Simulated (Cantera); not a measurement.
A closed system holds: 1 mol CCl4, 0.031 mol CH4, 12 mol H2, held at 11.0 Pa.

Equilibrium computed with Cantera from the NASA thermochemical tables; the gas is ideal and each condensed phase is pure. Candidate condensed phases: C, C6H6, C7H8, C8H18; 91 gas species. Kinetics and transport are ignored.

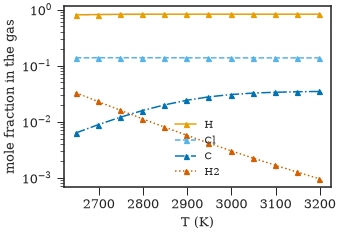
Figure: Equilibrium gas composition (values under 1e-9 drawn at 1e-9)

Q: Read off the mole fractions at 2748 K.

A: H about 0.82, Cl about 0.14, H2 about 0.016, C about 0.012.
